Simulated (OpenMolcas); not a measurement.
# Single-point calculation, with input and output: NHO (part 1 of 2)

NHO (nitroxyl), SMILES N=O, computed with CASSCF/ANO-RCC-VTZP, DKH2 (OpenMolcas 26.06).

The geometry comes from this level: GFN2-xTB.

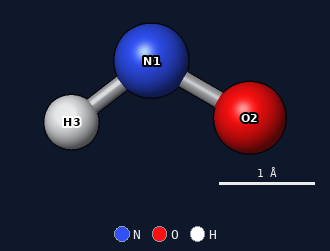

*The structure (ball-and-stick view, seen on its broad side; atoms are numbered from 1 in the order of the input).*

### The input
```
* HNO CASSCF

&GATEWAY
 Coord
 3
 angstrom
 N       -0.275940       0.297220      -0.114780
 O        0.768580       0.418030       0.466150
 H       -0.492640      -0.715240      -0.351380
 Basis=ANO-RCC-MB
 Group=NoSym

&SEWARD

&RASSCF
 FileOrb=$CurrDir/step1.ScfOrb
 Alter=1
 1 7 8
 Spin=1
 Nactel=2 0 0
 Inactive=7
 Ras2=2
 OrbListing=Nothing
>>> COPY $Project.RunFile RUNFIL1
>>> COPY $Project.RasOrb INPORB

&GATEWAY
 Coord
 3
 angstrom
 N       -0.275940       0.297220      -0.114780
 O        0.768580       0.418030       0.466150
 H       -0.492640      -0.715240      -0.351380
 Basis=ANO-RCC-VTZP
 Group=NoSym
 RICD

&SEWARD
>>> COPY $Project.RunFile RUNFIL2

&EXPBAS

&RASSCF
 FileOrb=$Project.ExpOrb
 Spin=1
 Nactel=2 0 0
 Inactive=7
 Ras2=2
 OrbListing=Nothing
 OrbAppear=Compact
```

Launched with:
```bash
export MOLCAS_MEM=1860
pymolcas step2.input > step2.log
```

### Log
```
--- Start Module: gateway ---

                                              &GATEWAY

                       available to each process: 1.9 GB of memory, 1 thread

++    Symmetry information:
      ---------------------

                    Character Table for C1

                             E
                    a        1  x, y, xy, Rz, z, xz, Ry, yz, Rx, I
--

++    Basis set information:
      ----------------------

      Basis set label: N.ANO-RCC...2S1P.

      Electronic valence basis set:
      ------------------
      Associated Effective Charge   7.000000 au
      Associated Actual Charge      7.000000 au
      Nuclear Model: Point charge

      Shell  nPrim  nBasis  Cartesian Spherical Contaminant
         s      14       2        X
         p       9       1        X

      Basis set label: O.ANO-RCC...2S1P.

      Electronic valence basis set:
      ------------------
      Associated Effective Charge   8.000000 au
      Associated Actual Charge      8.000000 au
      Nuclear Model: Point charge

      Shell  nPrim  nBasis  Cartesian Spherical Contaminant
         s      14       2        X
         p       9       1        X

      Basis set label: H.ANO-RCC...1S.

      Electronic valence basis set:
      ------------------
      Associated Effective Charge   1.000000 au
      Associated Actual Charge      1.000000 au
      Nuclear Model: Point charge

      Shell  nPrim  nBasis  Cartesian Spherical Contaminant
         s       8       1        X
--

++    Molecular structure info:
      -------------------------

                    ************************************************
                    **** Cartesian Coordinates / bohr, angstrom ****
                    ************************************************

     Center  Label                x              y              z                     x              y              z
        1      N1              -0.521451       0.561664      -0.216903             -0.275940       0.297220      -0.114780
        2      O2               1.452406       0.789962       0.880896              0.768580       0.418030       0.466150
        3      H3              -0.930955      -1.351608      -0.664012             -0.492640      -0.715240      -0.351380

                    ***************************************
                    *    InterNuclear Distances / bohr    *
                    ***************************************

               1 N1            2 O2            3 H3
    1 N1       0.000000
    2 O2       2.270108        0.000000
    3 H3       2.007040        3.557171        0.000000

                    *******************************************
                    *    InterNuclear Distances / angstrom    *
                    *******************************************

               1 N1            2 O2            3 H3
    1 N1       0.000000
    2 O2       1.201290        0.000000
    3 H3       1.062080        1.882374        0.000000

                    **************************************
                    *    Valence Bond Angles / degree    *
                    **************************************
                          Atom centers                 Phi
                      2 O2       1 N1       3 H3       112.40
--

            Nuclear Potential Energy             30.40512666 au

--- Stop Module: gateway /rc=_RC_ALL_IS_WELL_ ---

--- Start Module: seward ---

                                              &SEWARD

                       available to each process: 1.9 GB of memory, 1 thread

               SEWARD will generate:
                  Multipole Moment integrals up to order  2
                  Kinetic Energy integrals
                  Nuclear Attraction integrals (point charge)
                  One-Electron Hamiltonian integrals
                  Velocity integrals
                  Relativistic Douglas-Kroll-Hess integrals:
                    - Parametrization         : EXP
                    - DKH order of Hamiltonian: 2
                    - DKH order of Properties : 0
                         - multipole moment operators
                         - electric potential operators
                         - contact operators
                  Orbital angular momentum around (  0.4835   0.6172   0.3349 )
                  Velocity quadrupole around (  0.4835   0.6172   0.3349 )
                  Atomic mean-field integrals
                  Two-Electron Repulsion integrals

                   Integrals are discarded if absolute value <: 1.00E-14
                   Integral cutoff threshold is set to       <: 1.00E-16

            Nuclear Potential Energy             30.40512666 au

      Basis set specifications :
      Symmetry species         a
      Basis functions           11

--- Stop Module: seward /rc=_RC_ALL_IS_WELL_ ---

--- Start Module: rasscf ---

                                              &RASSCF

                       available to each process: 1.9 GB of memory, 1 thread

      Header of the ONEINT file:
      --------------------------

      OrdInt status: non-squared

      Cartesian coordinates in angstrom:
      -----------------------------------------------------
      No.  Label        X            Y            Z
      -----------------------------------------------------
       1   N1        -0.27594000   0.29722000  -0.11478000
       2   O2         0.76858000   0.41803000   0.46615000
       3   H3        -0.49264000  -0.71524000  -0.35138000
      -----------------------------------------------------
      Nuclear repulsion energy =   30.40512666

++    Wave function specifications:
      -----------------------------

      Number of closed shell electrons          14
      Number of electrons in active shells       2
      Max number of holes in RAS1 space          0
      Max nr of electrons in RAS3 space          0
      Number of inactive orbitals                7
      Number of active orbitals                  2
      Number of secondary orbitals               2
      Spin quantum number                      0.0
      State symmetry                             1
--

++    Orbital specifications:
      -----------------------

      Symmetry species                           1
                                                 a
      Frozen orbitals                            0
      Inactive orbitals                          7
      Active orbitals                            2
      RAS1 orbitals                              0
      RAS2 orbitals                              2
      RAS3 orbitals                              0
      Secondary orbitals                         2
      Deleted orbitals                           0
      Number of basis functions                 11
--

++    CI expansion specifications:
      ----------------------------

      Number of CSFs                             3
      Number of spin combinations                3
      Number of determinants                     4
      Number of root(s) required                 1
      Root chosen for geometry opt.              1
      CI root used                               1

      highest root included in the CI            1
      max. size of the explicit Hamiltonian      3
--

++    Optimization specifications:
      ----------------------------

      RASSCF algorithm: Conventional
      Maximum number of macro iterations       200
      Maximum number of SX iterations          100
      Threshold for RASSCF energy            1.000E-08
      Threshold for max MO rotation          1.000E-01
      Threshold for max BLB element          1.000E-04
      Level shift parameter                  5.000E-01
      Make Quasi-Newton update
--

      The MO-coefficients are taken from the file:
      step1.ScfOrb
      Title: SCF orbitals

      Total molecular charge    0.00

      Molecular orbitals exchanged:
        In symmetry  1 :   7   8

      ************************************************************************************************************************
      *                                            Wave function control section                                             *
      ************************************************************************************************************************

                                         RASSCF iterations: Energy and convergence statistics
                                         ----------------------------------------------------

          iter iter root      energy       change     param      element    value   shift minimum  type update hh:mm:ss
 Nr of preliminary CI iterations:   1
        1   1    4    1  -129.78285347    0.00E+00   6.89E-03    6  11 1 -1.93E-02*  0.08   0.00    SX    NO    0:00:00
        2   1    3    1  -129.78327313   -4.20E-04*  8.82E-04    6  11 1 -2.47E-03*  0.08   0.00    SX    NO    0:00:00
        3   1    4    1  -129.78328674   -1.36E-05* -1.69E-03    6  11 1 -4.75E-03*  0.08   0.00    SX    NO    0:00:00
        4   1    3    1  -129.78330951   -2.28E-05*  3.70E-04    6  11 1 -1.04E-03*  0.08   0.00    SX    NO    0:00:00
        5   1    3    1  -129.78331133   -1.82E-06*  2.71E-01*   6  11 1 -1.15E-03*  0.08   1.32    QN   YES    0:00:00
        6   1    7    1  -129.56970173    2.14E-01* -1.27E-01*   6  11 1  5.22E-01*  0.08   0.00    LS   YES    0:00:00
        7   1    5    1  -129.72011748   -1.50E-01* -1.26E-01*   6  11 1  2.16E-01*  0.08   2.50    LS   YES    0:00:00
        8   1    5    1  -129.78195471   -6.18E-02* -1.67E-03    4  10 1  2.76E-02*  0.08   1.01    QN   YES    0:00:00
        9   1    4    1  -129.78216473   -2.10E-04*  1.10E-03    6  11 1  3.43E-02*  0.08   1.37    QN   YES    0:00:00
       10   1    4    1  -129.78211806    4.67E-05*  8.91E-03    6  11 1  3.65E-02*  0.08  -0.50    SX   YES    0:00:00
       11   1    4    1  -129.78291370   -7.96E-04*  4.83E-03    6  11 1  1.71E-02*  0.08   1.55    LS   YES    0:00:00
       12   1    4    1  -129.78316200   -2.48E-04* -7.10E-03    6  11 1  1.02E-02*  0.08   1.38    QN   YES    0:00:00
       13   1    4    1  -129.78330772   -1.46E-04* -1.22E-03    3  11 1  3.32E-03*  0.08   0.92    QN   YES    0:00:00
       14   1    3    1  -129.78330756    1.56E-07*  5.00E-04    6  11 1  2.44E-03*  0.08   0.42    LS   YES    0:00:00
       15   1    4    1  -129.78330906   -1.50E-06* -6.65E-04    7  11 1 -1.35E-03*  0.08   0.99    QN   YES    0:00:00
       16   1    3    1  -129.78331202   -2.96E-06* -4.06E-04    7  11 1 -6.24E-04*  0.08   1.61    LS   YES    0:00:00
       17   1    3    1  -129.78331258   -5.56E-07*  1.88E-04    4  11 1 -7.16E-04*  0.08   1.08    QN   YES    0:00:00
       18   1    3    1  -129.78331294   -3.63E-07*  9.30E-05    4  11 1 -2.40E-04*  0.08   1.37    QN   YES    0:00:00
       19   1    3    1  -129.78331299   -5.13E-08*  1.98E-05    6  11 1  4.77E-05   0.08   1.08    QN   YES    0:00:00
       20   1    3    1  -129.78331299   -2.30E-09   2.02E-05    6  11 1  2.62E-05   0.08   1.19    QN   YES    0:00:00
      Convergence after 20 iterations
       21   1    3    1  -129.78331300   -7.39E-10   2.02E-05    6  11 1 -1.04E-05   0.08   1.19    QN   YES    0:00:00

      ************************************************************************************************************************
                                                      Wave function printout:
                       occupation of active orbitals, and spin coupling of open shells (u,d: Spin up or down)
      ************************************************************************************************************************

      Note: transformation to natural orbitals
      has been made, which may change the order of the CSFs.

      printout of CI-coefficients larger than  0.05 for root  1
      energy=    -129.783313
      conf/sym  11     Coeff  Weight
             1  20   0.96594 0.93304
             3  02  -0.25876 0.06696

      Natural orbitals and occupation numbers for root  1
      sym 1:   1.866089   0.133911

      ************************************************************************************************************************
      *                                                    Final results                                                     *
      ************************************************************************************************************************

++    Final optimization conditions:
      ------------------------------

      Average CI energy                            -129.78331300
      RASSCF energy for state  1                   -129.78331300
      Super-CI energy                                -0.00000000
      RASSCF energy change                           -0.00000000
      Max change in MO coefficients              -1.941E-05
      Max non-diagonal density matrix element     2.024E-05
      Maximum BLB matrix element                 -1.041E-05
      (orbital pair   6,  11 in symmetry   1)
      Norm of electronic gradient            1.772E-05
--

      Final state energy(ies):
      ------------------------

::    RASSCF root number  1 Total energy:   -129.78331300
      Von Neumann Entropy (Root   1) =  0.35446

      Mulliken population analysis for root number:  1
      -----------------------------------------------

++    Molecular charges:
      ------------------

      Mulliken charges per centre
      ---------------------------

                N1      O2      H3
      Total    7.0713  8.1902  0.7385

      N-E     -0.0713 -0.1902  0.2615

      Total electronic charge=   16.000000

      Total            charge=   -0.000000
--

      Expectation values of various properties for root number:  1
      -----------------------------------------------------------

++    Molecular properties:
      ---------------------

      Charge (e):
                      =   -0.0000
      Dipole Moment (debye):
      Origin of the operator (angstrom)=    0.2559    0.3266    0.1772
                   X= -7.2796E-01               Y= -1.8250E+00               Z= -6.0952E-01           Total=  2.0572E+00
      Quadrupole Moment (debye*angstrom):
      Origin of the operator (angstrom)=    0.2559    0.3266    0.1772
                  XX= -1.2862E+01              XY=  1.2334E+00              XZ= -7.9120E-01              YY= -1.1192E+01
                  YZ=  6.6262E-01              ZZ= -1.1488E+01
      In traceless form (debye*angstrom)
                  XX= -1.5217E+00              XY=  1.8502E+00              XZ= -1.1868E+00              YY=  9.8218E-01
                  YZ=  9.9393E-01              ZZ=  5.3949E-01
--

      LoProp population analysis for root number:  1
      -----------------------------------------------

++    LoProp analysis:
      ----------------
```
